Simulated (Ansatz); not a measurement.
Ti$_{12}$H: several calculations on one system

**1. Relaxation**

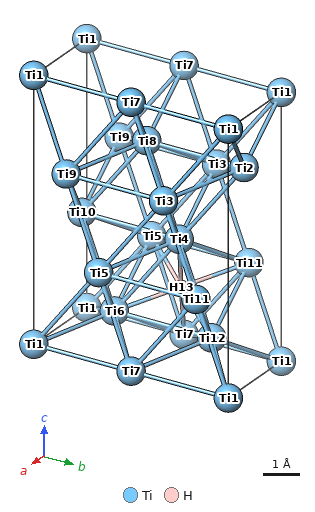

A defect cell of composition Ti$_{12}$H, before the relaxation. Style: ball-and-stick. Shown: the cell of the calculation, reduced to other axes, slightly off an axis. Lengths and directions refer to the drawn axes.

It is an interstitial H in hcp Ti. The run prepares an end point of a later path (interstitial hop) calculation, from a guessed geometry. The atoms of the start lie slightly off their symmetric places, so part of the fall in energy undoes that.

Level of theory: Ansatz, DFT PBE, scalar-relativistic, plane waves, PAW.

Input
```yaml
crystal:
  lattice:
    - [5.9, 0.0, 0.0]
    - [-4.425, 7.664325, 0.0]
    - [0.0, 0.0, 4.6846]
  atoms:
    - { symbol: Ti, position: [0.0, 0.0, 0.0] }
    - { symbol: Ti, position: [0.1666667, 0.2222222, 0.5] }
    - { symbol: Ti, position: [0.0, 0.3333333, 0.0] }
    - { symbol: Ti, position: [0.1666667, 0.5555556, 0.5] }
    - { symbol: Ti, position: [0.0, 0.6666667, 0.0] }
    - { symbol: Ti, position: [0.1666667, 0.8888889, 0.5] }
    - { symbol: Ti, position: [0.5, 0.0, 0.0] }
    - { symbol: Ti, position: [0.6666667, 0.2222222, 0.5] }
    - { symbol: Ti, position: [0.5, 0.3333333, 0.0] }
    - { symbol: Ti, position: [0.6666667, 0.5555556, 0.5] }
    - { symbol: Ti, position: [0.5, 0.6666667, 0.0] }
    - { symbol: Ti, position: [0.6666667, 0.8888889, 0.5] }
    - { symbol: H, position: [0.3324537, 0.7768389, 0.7404604] }
basis:
  ecutwfc: 420.0
kpoints:
  mp_grid: { grid: [4, 3, 5] }
hamiltonian:
  xc: pbe
scf:
  occupations: { method: fermi_dirac, width: 0.15 }
  lower_state_search: "off"
relax:
  f_tol: 0.03
  max_steps: 60
  adjacent_minimum: "off"
output:
  write_density: true
  write_potential: true
  elf: true
  volumetric_format: npy
```

Launched with:
```bash
ansatz run input.yaml --threads 4 --pin off --max-ram 10240MiB --backend cpu --events-out ev --progress --plain --runs-dir out
```

**What does the optimiser find from here?**

After 2 accepted moves (3 points after the start) the energy has fallen by 40.7 meV per cell of the calculation. The largest force component goes from 0.32 to 0.019 eV/Å. 1 step only repeated the SCF at the same geometry. The atom that moves furthest is Ti5 (0.039 Å along [−1 −3 2]). Largest moves by element: Ti 0.039 Å, H 0.037 Å. The lattice vectors keep their values. Some distances before and after: Ti5–Ti11 2.950 → 3.015 Å, Ti5–Ti11 (another image) 2.950 → 2.885 Å, Ti4–Ti12 2.950 → 3.004 Å, Ti12–H13 2.046 → 2.098 Å. Cost: 32 s on 4 threads of INTEL(R) XEON(R) PLATINUM 8581C CPU @ 2.10GHz (Emerald Rapids), with other jobs on the host, peak memory 1.2 GiB.

The structure at the end:

```
CELL_PARAMETERS angstrom
5.90000 0.00000 0.00000
-4.42500 7.66432 0.00000
0.00000 0.00000 4.68460
ATOMIC_POSITIONS crystal
Ti 0.00119 0.00160 0.99821
Ti 0.16587 0.22165 0.49618
Ti 0.99819 0.33179 0.00013
Ti 0.16408 0.55181 0.49990
Ti 0.99241 0.66392 0.00133
Ti 0.16370 0.89122 0.49785
Ti 0.50295 0.00418 0.99909
Ti 0.66827 0.22368 0.49838
Ti 0.50078 0.33378 0.00230
Ti 0.66521 0.55372 0.50015
Ti 0.50344 0.66401 0.00106
Ti 0.67324 0.89124 0.49756
H 0.33312 0.77756 0.74832
```

Limits of the set-up: the periodic images lie only 4.7 Å apart, so the values are limited by the cell's size.

**2. Relaxation**

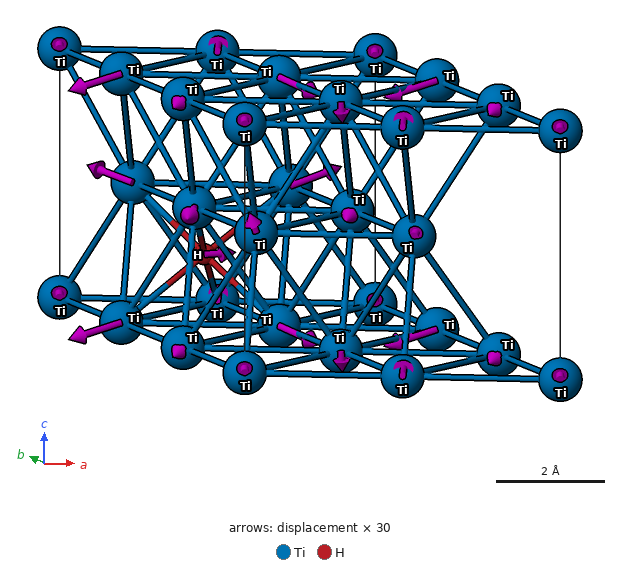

This is a relaxation of a defect cell of composition Ti12H. The starting structure is drawn; purple arrows show the displacements, 30 times their true length.

Style: ball-and-stick. Shown: the cell of the calculation, slightly off an axis.

It is an interstitial H in hcp Ti. The run prepares an end point of a later path (interstitial hop) calculation, from a guessed geometry. The atoms of the start lie slightly off their symmetric places, so part of the fall in energy undoes that.

The calculation used Ansatz 0.2.0, DFT PBE, scalar-relativistic, plane waves, PAW.

The input:
```yaml
crystal:
  lattice:
    - [5.9, 0.0, 0.0]
    - [-4.425, 7.664325, 0.0]
    - [0.0, 0.0, 4.6846]
  atoms:
    - { symbol: Ti, position: [0.0, 0.0, 0.0] }
    - { symbol: Ti, position: [0.16666666, 0.22222222, 0.5] }
    - { symbol: Ti, position: [-1.0e-08, 0.33333333, 0.0] }
    - { symbol: Ti, position: [0.16666666, 0.55555554, 0.5] }
    - { symbol: Ti, position: [-1.0e-08, 0.66666665, 0.0] }
    - { symbol: Ti, position: [0.16666665, 0.88888887, 0.5] }
    - { symbol: Ti, position: [0.5, 0.0, 0.0] }
    - { symbol: Ti, position: [0.66666666, 0.22222222, 0.5] }
    - { symbol: Ti, position: [0.49999999, 0.33333333, 0.0] }
    - { symbol: Ti, position: [0.66666666, 0.55555554, 0.5] }
    - { symbol: Ti, position: [0.49999999, 0.66666665, 0.0] }
    - { symbol: Ti, position: [0.66666665, 0.88888887, 0.5] }
    - { symbol: H, position: [0.32767985, 0.7761029, 0.24997266] }
basis:
  ecutwfc: 420.0
kpoints:
  mp_grid: { grid: [4, 3, 5] }
hamiltonian:
  xc: pbe
scf:
  occupations: { method: fermi_dirac, width: 0.15 }
  lower_state_search: "off"
relax:
  f_tol: 0.03
  max_steps: 60
  adjacent_minimum: "off"
```

Command:
```bash
ansatz run input.yaml --threads 4 --pin off --max-ram 10240MiB --backend cpu --events-out ev --progress --plain --runs-dir out
```

Describe the change and its energy.

Answer. The largest move is that of Ti5, 0.038 Å along [−3 −1 −1]. Largest moves by element: Ti 0.038 Å, H 0.021 Å. The cell stays as it was. Near-neighbour distances that change, for instance: Ti5–Ti11 2.950 → 2.890 Å, Ti4–Ti12 2.950 → 3.009 Å, Ti5–H13 2.043 → 2.096 Å, Ti6–H13 2.054 → 2.097 Å. The energy falls by 38.5 meV per cell of the calculation in 2 accepted moves (3 points after the start). Largest force component: 0.31 eV/Å at the start, 0.02 eV/Å at the end. 1 step only repeated the SCF at the same geometry. Cost: 27 s on 4 threads of INTEL(R) XEON(R) PLATINUM 8581C CPU @ 2.10GHz (Emerald Rapids), with other jobs on the host, peak memory 1 GiB.

Limits of the set-up: the periodic images lie only 4.7 Å apart, so the values are limited by the cell's size.

**3. Path**

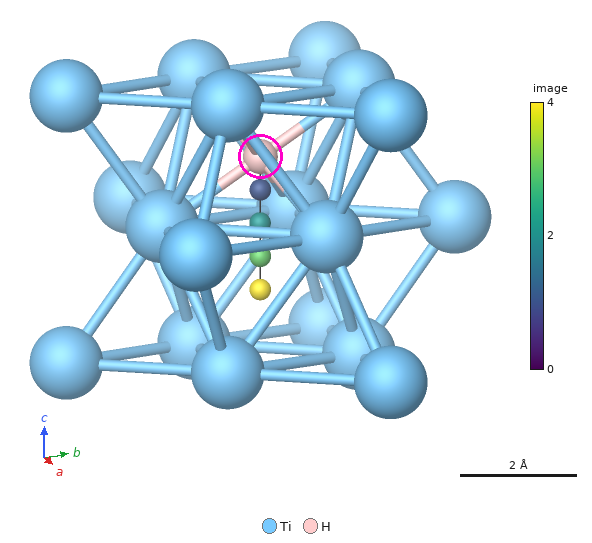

NEB run on Ti with an interstitial H (13 atoms in the cell). Images are numbered from 0 (start) to 4 (end). The start is drawn whole; smaller spheres mark the moving atoms (H) in the later images, joined by lines and coloured by the number of the image. Style: ball-and-stick. Shown: the atoms within 4.2 Å of the middle of the path, slightly off an axis. The moving atom is ringed, with any periodic copies. Bonds to atoms that aren't drawn are left out.

Theory: DFT PBE, scalar-relativistic, plane waves, PAW in Ansatz. Settings: plane-wave cutoff 420 eV; k-point mesh 4 × 3 × 5; Fermi-Dirac smearing 0.15 eV; 3 movable images; climbing image; force threshold 0.05 eV/Å; iteration limit 80; spring constant 2.0 eV/Å²; starting path by straight interpolation.

Question: What moves, how far, and at what cost in energy?

Answer: The H atom travels furthest, 2.33 Å from end to end, along −c, on a straight line. At the highest image its nearest neighbour (Ti) is 1.76 Å away, against 2.09 Å at the start, and the surrounding atoms stand up to 0.04 Å off the mean of their end positions. The two ends have the same energy, and the highest point, image 2, lies 0.66 eV above the start. The band is converged.

Limits of the set-up: the periodic images lie only 4.7 Å apart, so the values are limited by the cell's size.

The run took 5.3 min on 4 threads of INTEL(R) XEON(R) PLATINUM 8581C CPU @ 2.10GHz (Emerald Rapids), with other jobs on the host, peak memory 2.5 GiB.
